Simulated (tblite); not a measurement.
**C₂H₁₀O₅Si: geometry relaxation (part 1 of 2)**

C₂H₁₀O₅Si, computed with GFN2-xTB geometry optimisation, gas phase (tblite 0.8.0).

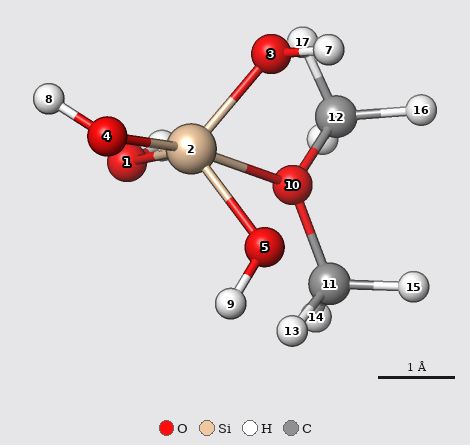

Fig. 1: The structure as given in the input (ball-and-stick view, seen at a tilt; atoms are numbered from 1 in the order of the input). Bond lengths as drawn: C–H 1.08 to 1.13 Å, C–O 1.39 to 1.40 Å, H–O 0.93 to 0.98 Å and O–Si 1.63 to 1.86 Å.

**Input file**
```
{"job": {"kind": "relax", "xc": "GFN2-xTB", "basis": "xTB"}, "charge": 0, "multiplicity": 1}
O     -0.073300     0.946300    -1.358200
Si    -0.006400     0.011200    -0.029400
O     -0.991300     0.667500     1.112900
O     -0.375000    -1.513900    -0.513200
O      1.485300    -0.094700     0.721100
H     -0.209900     1.895400    -1.221300
H     -0.857700     0.446700     2.018900
H     -1.036600    -1.609000    -1.165700
H      2.123000    -0.723300     0.331900
O      0.716400     1.607000     0.591300
C      2.089400     1.833100     0.693500
C     -0.059600     2.698900     0.959300
H      2.606200     0.923700     0.405400
H      2.437700     2.670100     0.043600
H      2.381400     2.090200     1.743400
H      0.114300     2.991900     2.037800
H     -1.106300     2.435600     0.841100
H      0.153900     3.580600     0.324200
```

The first line tells a small driver script what to run in tblite; the rest is the geometry in Å.

Launched with:
```bash
OMP_NUM_THREADS=1 python <driver script> task.json out
```

**Log**
```
step      E/eV     max force
  0    -855.20863    9.694
  1    -857.25318    4.180
  2    -858.22940    3.226
  3    -858.70055    1.221
  4    -859.00613    0.898
  5    -859.18011    0.916
  6    -859.35766    1.236
  7    -859.56045    1.060
  8    -859.73463    0.907
  9    -859.83703    0.652
 10    -859.90402    0.617
 11    -859.96578    0.624
 12    -860.02618    0.597
 13    -860.07249    0.442
 14    -860.11053    0.429
 15    -860.14134    0.386
 16    -860.16780    0.393
 17    -860.19293    0.421
 18    -860.21640    0.379
 19    -860.24235    0.432
 20    -860.26838    0.428
 21    -860.28507    0.329
 22    -860.29336    0.236
 23    -860.29871    0.177
 24    -860.30474    0.195
 25    -860.31230    0.242
 26    -860.31900    0.222
 27    -860.32321    0.152
 28    -860.32761    0.126
 29    -860.33264    0.165
 30    -860.33658    0.151
 31    -860.33895    0.115
 32    -860.34037    0.099
 33    -860.34152    0.088
 34    -860.34302    0.113
 35    -860.34464    0.122
 36    -860.34628    0.090
 37    -860.34788    0.096
 38    -860.34963    0.144
 39    -860.35159    0.156
 40    -860.35380    0.125
 41    -860.35612    0.111
 42    -860.35813    0.095
 43    -860.35964    0.102
 44    -860.36094    0.095
 45    -860.36231    0.079
 46    -860.36369    0.082
 47    -860.36482    0.109
 48    -860.36563    0.076
 49    -860.36628    0.071
 50    -860.36703    0.065
 51    -860.36803    0.068
 52    -860.36899    0.064
 53    -860.36987    0.069
 54    -860.37073    0.078
 55    -860.37161    0.081
 56    -860.37229    0.062
 57    -860.37277    0.075
 58    -860.37319    0.049
 59    -860.37371    0.053
 60    -860.37433    0.044
 61    -860.37471    0.042
 62    -860.37489    0.042
 63    -860.37512    0.039
 64    -860.37550    0.053
 65    -860.37610    0.057
 66    -860.37690    0.074
 67    -860.37779    0.099
 68    -860.37877    0.098
 69    -860.37988    0.074
 70    -860.38084    0.066
 71    -860.38149    0.053
 72    -860.38188    0.042
 73    -860.38216    0.040
 74    -860.38245    0.046
 75    -860.38265    0.034
 76    -860.38278    0.025
 77    -860.38287    0.027
 78    -860.38303    0.041
 79    -860.38336    0.061
 80    -860.38391    0.077
 81    -860.38459    0.074
 82    -860.38516    0.069
 83    -860.38553    0.046
 84    -860.38576    0.045
 85    -860.38592    0.041
 86    -860.38607    0.033
 87    -860.38619    0.033
 88    -860.38635    0.045
 89    -860.38658    0.052
 90    -860.38706    0.058
 91    -860.38765    0.088
 92    -860.38830    0.084
 93    -860.38917    0.088
 94    -860.39018    0.097
 95    -860.39098    0.117
 96    -860.38273    0.718
 97    -860.39179    0.096
 98    -860.39209    0.058
 99    -860.39271    0.053
100    -860.39134    0.526
101    -860.39358    0.065
102    -860.39410    0.077
103    -860.36123    1.653
104    -860.39497    0.058
105    -860.39566    0.056
106    -860.36751    1.706
107    -860.39698    0.074
108    -860.39809    0.073
109    -860.36235    1.880
110    -860.39946    0.079
111    -860.40068    0.067
112    -860.35239    2.115
113    -860.40209    0.064
114    -860.40331    0.059
115    -860.34062    2.320
116    -860.40473    0.064
117    -860.40590    0.094
118    -860.36634    1.946
119    -860.40755    0.112
120    -860.40873    0.148
121    -860.40528    0.944
122    -860.41092    0.207
123    -860.41179    0.253
124    -860.41291    0.449
125    -860.41375    0.317
126    -860.41524    0.087
127    -860.41618    0.032
128    -860.41686    0.062
129    -860.41721    0.044
130    -860.41888    0.063
131    -860.42049    0.121
132    -860.42110    0.174
133    -860.42089    0.368
134    -860.42263    0.105
135    -860.42307    0.054
136    -860.42372    0.091
137    -860.42431    0.107
138    -860.42479    0.089
139    -860.42570    0.062
140    -860.42647    0.048
141    -860.42710    0.066
142    -860.42756    0.059
143    -860.42815    0.091
144    -860.42876    0.100
145    -860.42958    0.085
146    -860.43031    0.075
147    -860.43104    0.076
148    -860.43173    0.085
149    -860.43221    0.053
150    -860.43264    0.106
151    -860.43322    0.069
152    -860.43412    0.089
153    -860.43495    0.102
154    -860.43552    0.097
155    -860.43604    0.084
156    -860.43664    0.076
157    -860.43727    0.080
158    -860.43800    0.099
159    -860.43871    0.076
160    -860.43965    0.069
161    -860.44072    0.077
162    -860.44231    0.095
163    -860.44379    0.116
164    -860.44519    0.197
165    -860.44665    0.117
166    -860.44863    0.114
167    -860.45058    0.104
168    -860.45302    0.160
169    -860.45532    0.213
170    -860.45704    0.182
171    -860.45840    0.123
172    -860.45963    0.176
173    -860.46069    0.100
174    -860.46157    0.070
175    -860.46301    0.061
176    -860.46382    0.070
177    -860.46454    0.063
178    -860.46544    0.067
179    -860.46621    0.101
180    -860.46749    0.116
181    -860.46851    0.100
182    -860.46972    0.068
183    -860.47044    0.078
184    -860.47156    0.083
185    -860.47262    0.121
186    -860.47345    0.119
187    -860.47480    0.164
188    -860.47675    0.197
189    -860.47942    0.159
190    -860.48265    0.170
191    -860.48577    0.204
192    -860.48854    0.255
193    -860.49374    0.209
194    -860.50167    0.192
195    -860.50231    0.327
196    -860.50533    0.265
197    -860.51040    0.247
198    -860.51378    0.119
199    -860.51576    0.140
200    -860.51875    0.073
201    -860.52147    0.093
202    -860.52233    0.148
203    -860.52318    0.122
204    -860.52438    0.070
205    -860.52518    0.068
206    -860.52585    0.065
207    -860.52633    0.058
208    -860.52707    0.092
209    -860.52792    0.097
210    -860.52925    0.065
211    -860.53005    0.066
212    -860.53111    0.060
213    -860.53191    0.060
214    -860.53265    0.081
215    -860.53322    0.083
216    -860.53372    0.063
217    -860.53418    0.059
218    -860.53463    0.047
219    -860.53499    0.035
220    -860.53517    0.039
221    -860.53528    0.043
222    -860.53537    0.021
223    -860.53545    0.010
```

**Trajectory as extended XYZ (Å, eV, eV/Å), 12 of the 224 frames kept, from step=0 to step=223**
```
18
Properties=species:S:1:pos:R:3:forces:R:3 step=0 energy=-855.20863
O    -0.0733    0.9463   -1.3582   -1.1220  -0.2210  -2.0330
Si   -0.0064    0.0112   -0.0294    0.7660  -0.3050   0.9320
O    -0.9913    0.6675    1.1129   -3.7270  -3.7820   0.2510
O    -0.3750   -1.5139   -0.5132    0.6780   0.3690   0.6710
O     1.4853   -0.0947    0.7211   -1.1100  -9.6070  -0.6720
H    -0.2099    1.8954   -1.2213    0.1200  -0.7860  -0.2660
H    -0.8577    0.4467    2.0189   -0.0180  -0.4330   0.4630
H    -1.0366   -1.6090   -1.1657   -0.6370  -0.0780  -0.6090
H     2.1230   -0.7233    0.3319   -0.6330  -0.6680   0.5490
O     0.7164    1.6070    0.5913    2.2360   6.6990   1.5200
C     2.0894    1.8331    0.6935    2.3300   3.7920   0.0850
C    -0.0596    2.6989    0.9593    0.3070   2.4410   0.4290
H     2.6062    0.9237    0.4054    1.1570   2.2080  -0.3070
H     2.4377    2.6701    0.0436   -0.3620   0.1260   0.2520
H     2.3814    2.0902    1.7434   -0.2520  -0.1090  -0.5390
H     0.1143    2.9919    2.0378   -0.0640  -0.2230  -0.8840
H    -1.1063    2.4356    0.8411    0.1830   0.5600  -0.0620
H     0.1539    3.5806    0.3242    0.1490   0.0160   0.2220
18
Properties=species:S:1:pos:R:3:forces:R:3 step=20 energy=-860.26838
O    -0.2656    0.4517   -1.3731    0.0730   0.0650   0.2650
Si   -0.2451   -0.6007   -0.1228   -0.0230  -0.0950   0.0130
O    -1.2828   -0.1782    1.0573    0.0620   0.1410   0.0110
O    -0.7163   -1.9998   -0.7949    0.0090  -0.0510  -0.0700
O     1.2006   -0.7722    0.6135   -0.1450  -0.0760  -0.0990
H    -0.0108    1.3376   -1.1249    0.0690   0.0960  -0.0910
H    -0.8857    0.1966    1.8393   -0.0530  -0.0210  -0.0130
H    -1.3736   -1.9215   -1.4831    0.0470  -0.0810   0.0860
H     1.8395   -1.3561    0.2214    0.0560  -0.0510  -0.0720
O     0.9771    2.1950    0.7212   -0.1900  -0.3270  -0.2010
C     2.3528    2.4331    0.8220   -0.0310  -0.0160  -0.0310
C     0.1028    3.2219    1.0924   -0.0570   0.0030   0.0340
H     2.8187    1.5299    0.4447    0.0920  -0.1220  -0.0210
H     2.6684    3.2794    0.2152    0.0090   0.2670  -0.1730
H     2.6791    2.6003    1.8463   -0.0420   0.0570   0.2900
H     0.1828    3.4891    2.1428    0.1880   0.0410   0.3350
H    -0.8930    2.8275    0.9210   -0.1730  -0.0270  -0.0730
H     0.2422    4.1235    0.4980    0.1100   0.1960  -0.1920
18
Properties=species:S:1:pos:R:3:forces:R:3 step=41 energy=-860.35612
O    -0.1469    0.3947   -1.3102   -0.0030   0.0480   0.0390
Si   -0.2620   -0.7274   -0.1318    0.0200   0.0270  -0.0630
O    -1.3146   -0.2679    1.0219    0.0940  -0.0040  -0.0220
O    -0.7601   -2.0894   -0.8572   -0.0270   0.0480  -0.0220
O     1.1617   -1.0531    0.5909   -0.0110  -0.0330  -0.0350
H     0.1432    1.2678   -1.0421    0.0230  -0.0720   0.0300
H    -0.9354    0.0868    1.8196   -0.0160   0.0070   0.0490
H    -1.5139   -2.0178   -1.4341   -0.0300  -0.0400  -0.0040
H     1.7840   -1.5558    0.0723    0.0110   0.0090   0.0690
O     0.9628    2.3049    0.6139    0.0000   0.1110   0.0010
C     2.3327    2.5558    0.8159   -0.0110  -0.0150   0.0070
C     0.1362    3.3348    1.0990   -0.0230   0.0290   0.0190
H     2.8636    1.6683    0.4771   -0.0290   0.0190  -0.0090
H     2.6697    3.4320    0.2434   -0.0460  -0.0600   0.0490
H     2.5469    2.7222    1.8799    0.0070   0.0030  -0.0600
H     0.3212    3.5242    2.1644    0.0000  -0.0180  -0.0320
H    -0.8933    3.0061    0.9667    0.0270  -0.0170  -0.0280
H     0.2954    4.2709    0.5468    0.0140  -0.0430   0.0120
18
Properties=species:S:1:pos:R:3:forces:R:3 step=61 energy=-860.37471
O    -0.0274    0.4131   -1.2579    0.0040   0.0030   0.0080
Si   -0.2340   -0.7637   -0.1529    0.0060  -0.0020  -0.0030
O    -1.2709   -0.3106    1.0176    0.0000   0.0150   0.0120
O    -0.7978   -2.0628   -0.9409   -0.0260   0.0020  -0.0060
O     1.1501   -1.1864    0.5964    0.0230  -0.0170  -0.0090
H     0.2990    1.2512   -0.9217   -0.0170  -0.0210  -0.0060
H    -0.8879   -0.0168    1.8380   -0.0150  -0.0010   0.0160
H    -1.6454   -1.9939   -1.3699    0.0370   0.0200   0.0000
H     1.7896   -1.6775    0.0903    0.0000  -0.0190  -0.0010
O     0.9324    2.3838    0.5577   -0.0010   0.0190   0.0020
C     2.3051    2.5857    0.7877   -0.0060   0.0030   0.0050
C     0.1138    3.3977    1.0871    0.0030   0.0000   0.0050
H     2.8128    1.6958    0.4224   -0.0040   0.0090  -0.0150
H     2.6748    3.4704    0.2548   -0.0180  -0.0030  -0.0010
H     2.5111    2.7073    1.8571    0.0040  -0.0050   0.0070
H     0.2861    3.5203    2.1630   -0.0090   0.0040  -0.0020
H    -0.9146    3.0846    0.9177    0.0090   0.0090  -0.0140
H     0.2942    4.3590    0.5900    0.0110  -0.0170   0.0010
18
Properties=species:S:1:pos:R:3:forces:R:3 step=81 energy=-860.38459
O     0.0936    0.3606   -1.1664    0.0170   0.0360   0.0150
Si   -0.2030   -0.8539   -0.1267   -0.0270   0.0160  -0.0200
O    -1.2075   -0.3686    1.0590   -0.0090   0.0070   0.0310
O    -0.8655   -2.0601   -0.9846   -0.0080   0.0140   0.0040
O     1.1345   -1.4455    0.5900    0.0480   0.0040   0.0120
H     0.3665    1.2023   -0.7891   -0.0180  -0.0630  -0.0190
H    -0.8312   -0.1752    1.9116    0.0060  -0.0230  -0.0090
H    -1.6778   -1.8775   -1.4458   -0.0010  -0.0010  -0.0200
H     1.7090   -1.9908    0.0611   -0.0140   0.0030   0.0120
O     0.9064    2.4838    0.5324    0.0080  -0.0030  -0.0740
C     2.2818    2.6678    0.7621   -0.0010   0.0020   0.0070
C     0.1027    3.5061    1.0683    0.0210  -0.0240   0.0040
H     2.7925    1.8183    0.3136   -0.0300  -0.0040   0.0030
H     2.6398    3.5963    0.3021   -0.0030   0.0150  -0.0080
H     2.5005    2.6987    1.8347    0.0120   0.0040   0.0350
H     0.2119    3.5568    2.1571   -0.0080   0.0290   0.0310
H    -0.9260    3.2564    0.8169    0.0150  -0.0010  -0.0010
H     0.3631    4.4816    0.6400   -0.0090  -0.0110  -0.0020
```
